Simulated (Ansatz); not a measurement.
# Calculations on SbCl$_{3}$

### Relaxation

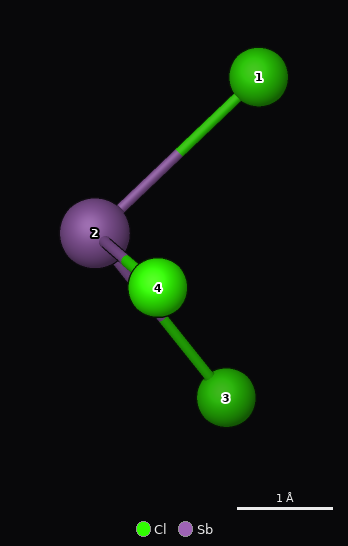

Starting structure of SbCl3 (coarse preliminary run). The picture is a ball-and-stick view, seen from a free direction.

Level of theory: RKS PBE-D4/def2-SVP (Ansatz 0.2.0).

The input:
```yaml
crystal:
  periodic: [false, false, false]
  atoms:
    - {symbol: Cl, position_ang: [0.440900, 0.281000, 1.958500]}
    - {symbol: Sb, position_ang: [0.919600, -0.229500, -0.332600]}
    - {symbol: Cl, position_ang: [-0.980600, -1.727400, -0.488000]}
    - {symbol: Cl, position_ang: [-0.324300, 1.615600, -1.158300]}
basis:
  gaussian: {orbitals: def2-SVP}
hamiltonian: {xc: pbe, dispersion: d4}
relax: {f_tol: 0.03, max_steps: 250}
```

> What does the optimiser find from here?

The optimiser took 3 steps. The largest move after the best rigid fit is that of Sb2, 0.13 Å. By element the largest moves are Sb 0.13 Å, Cl 0.10 Å. Near-neighbour distances that change, for instance: Sb2–Cl3 2.425 → 2.390 Å, Sb2–Cl4 2.373 → 2.390 Å, Cl1–Sb2 2.396 → 2.390 Å. Bond angles that change, for instance: Cl1–Sb2–Cl3 92.1° → 98.9°, Cl3–Sb2–Cl4 92.7° → 98.8°, Cl1–Sb2–Cl4 93.6° → 98.8°.

The structure at the end:

```xyz
4

Cl    0.5141    0.2919    2.0284
Sb    0.7998   -0.2229   -0.2884
Cl   -0.9658   -1.8149   -0.5345
Cl   -0.2924    1.6856   -1.2259
```

After the run, drawn alike:

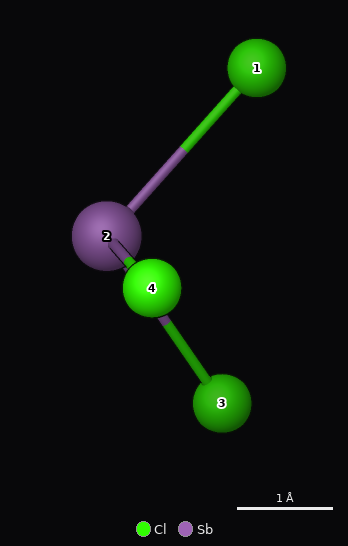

### Relaxation

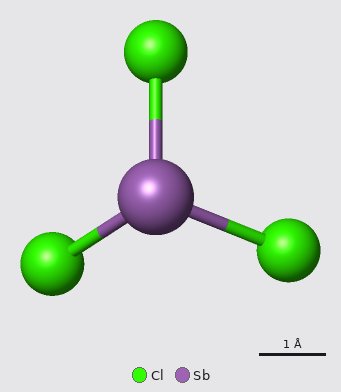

This is the input geometry for a relaxation of SbCl$_{3}$. The picture is a ball-and-stick view, seen face on.

Theory: RKS PBE0-D4/def2-TZVP (Ansatz 0.2.0).

The input:
```yaml
crystal:
  periodic: [false, false, false]
  atoms:
    - {symbol: Cl, position_ang: [0.514030, 0.291852, 2.028370]}
    - {symbol: Sb, position_ang: [0.799849, -0.222780, -0.288377]}
    - {symbol: Cl, position_ang: [-0.965655, -1.814995, -0.534603]}
    - {symbol: Cl, position_ang: [-0.292625, 1.685623, -1.225790]}
basis:
  gaussian: {orbitals: def2-TZVP}
hamiltonian: {xc: pbe0, dispersion: d4}
relax: {f_tol: 0.005, max_steps: 200}
```

### Where does the relaxation end?

After 3 geometry steps the energy has fallen by 1.67 kcal/mol. Largest force component: 0.86 eV/Å at the start, 0.00071 eV/Å at the end. The largest moves after the best rigid fit, 0.070 Å, are those of Cl1, Cl3 and Cl4. Largest moves by element: Cl 0.070 Å, Sb 0.007 Å. Near-neighbour distances that change, for instance: Cl1–Sb2 2.390 → 2.334 Å.

The structure at the end:

```xyz
4

Cl    0.4866    0.2837    1.9650
Sb    0.8059   -0.2239   -0.2908
Cl   -0.9439   -1.7527   -0.5125
Cl   -0.2930    1.6325   -1.1821
```

The end point in the same view:

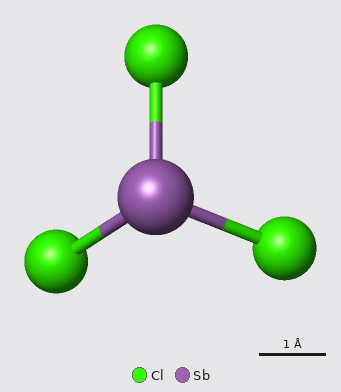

### Scan

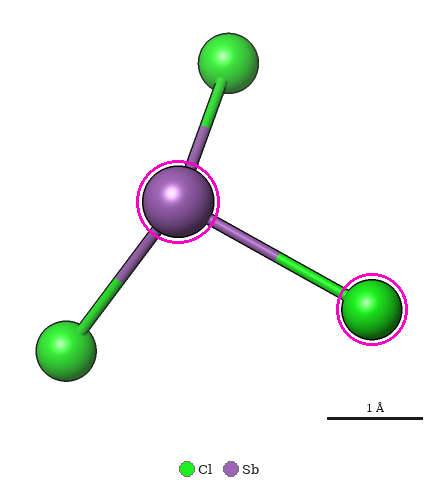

Energy scan for SbCl₃, in which the Sb2–Cl4 distance is varied, with all other coordinates relaxed. The picture shows the minimum geometry. The ringed atoms are those of the scanned coordinate. The picture is a ball-and-stick view, seen at a tilt.

Levels of theory: B3LYP-D4, wB97M-V, PBE-D4, CCSD(T), PBE0-D4, r2SCAN-D4 (def2-TZVPP, Ansatz), on geometries relaxed under the constraint at PBE0-D4/def2-TZVP. Coupled cluster with a frozen core. Elements past krypton carry the basis set's effective core potentials. Energies are counted from the PBE0-D4/def2-TZVP minimum geometry at the same level.

```xyz
4

Cl    0.4866    0.2837    1.9650
Sb    0.8059   -0.2239   -0.2908
Cl   -0.9439   -1.7527   -0.5125
Cl   -0.2930    1.6325   -1.1821
```

What energies does the calculation give (the distance: 2.007, 2.076, 2.177, 2.294, 2.334, 2.425, 2.565, 2.714, 2.871, 3.034 Å)?

Energies in eV.

```
distance (Å)  B3LYP-D4  wB97M-V  PBE-D4  CCSD(T)  PBE0-D4  r2SCAN-D4
       2.007     1.342    1.210   1.337    1.243    1.217      1.255
       2.076     0.772    0.667   0.772    0.689    0.676      0.706
       2.177     0.270    0.205   0.272    0.216    0.213      0.232
       2.294     0.025    0.009   0.027    0.011    0.012      0.017
       2.334     0.000    0.000   0.000    0.000    0.000      0.000
       2.425     0.020    0.057   0.016    0.052    0.049      0.038
       2.565     0.193    0.287   0.181    0.274    0.263      0.234
       2.714     0.481    0.634   0.459    0.609    0.590      0.541
       2.871     0.832    1.047   0.798    1.004    0.977      0.908
       3.034     1.209    1.484   1.158    1.417    1.384      1.292
```

With B3LYP-D4: the lowest computed point lies at the distance 2.334 Å (0.000 eV). The curvature at the lowest point is about 15 eV/Å² (2.3 mdyn/Å). The well is steeper on the short side, as for any bond. At 2.007 Å the levels give wB97M-V 1.210 eV, PBE0-D4 1.217 eV, CCSD(T) 1.243 eV, r2SCAN-D4 1.255 eV, PBE-D4 1.337 eV, B3LYP-D4 1.342 eV. Closest to CCSD(T) there is r2SCAN-D4. At 3.034 Å the mean-field solution behind CCSD(T) isn't stable (a lower one of broken symmetry exists), so those energies are less reliable.

### Scan

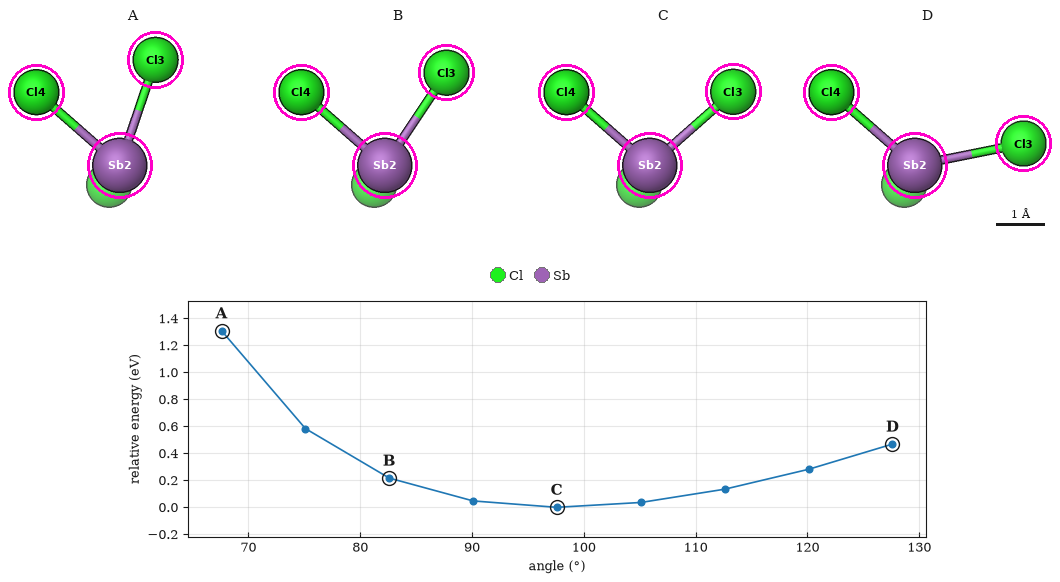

Energy scan for SbCl3, in which one Cl–Sb–Cl angle is varied, with the rest of the molecule carried along rigidly. The lettered frames are marked on the plot. A ball-and-stick model, seen onto the plane of the angle. The ringed atoms are those of the scanned coordinate.

Level of theory: r2SCAN-D4 (def2-TZVPP, Ansatz), on geometries moved rigidly from the minimum at PBE0-D4/def2-TZVP. Elements past krypton carry the basis set's effective core potentials. Energies are counted from the PBE0-D4/def2-TZVP minimum geometry at the same level.

Question: Read off the main features of the energy profile.

Answer: The lowest computed point lies at the angle 97.6° (0.000 eV). At the ends of the scan the energy is 1.309 eV (67.6°) and 0.469 eV (127.6°). The curvature at the lowest point is about 5.2 eV/rad².
